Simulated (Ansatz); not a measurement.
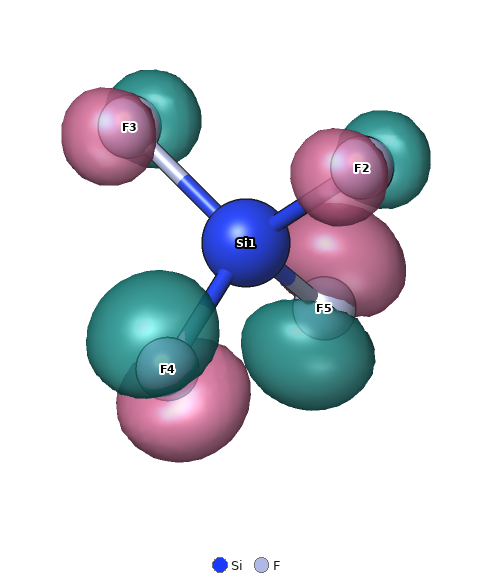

*SiF$_{4}$. The HOMO at ±0.2 Å⁻³ᐟ² (teal and pink are the two phases), seen at a tilt.*

Theory: Ansatz, DFT B3LYP, Gaussian basis def2-TZVP.

```xyz
5

Si    0.0000    0.0000    0.0000
F     0.9050    0.9050    0.9050
F     0.9050   -0.9050   -0.9050
F    -0.9050    0.9050   -0.9050
F    -0.9050   -0.9050    0.9050
```

> What is the character of this orbital?

It lies mainly on F4 (about 35 %), F5 (about 35 %), F3 (about 10 %) and F2 (about 10 %); largely a combination of lone pairs on F4, F5, F3 and F2. It is one of a degenerate set, so its orientation is arbitrary. Its energy is −12.45 eV.
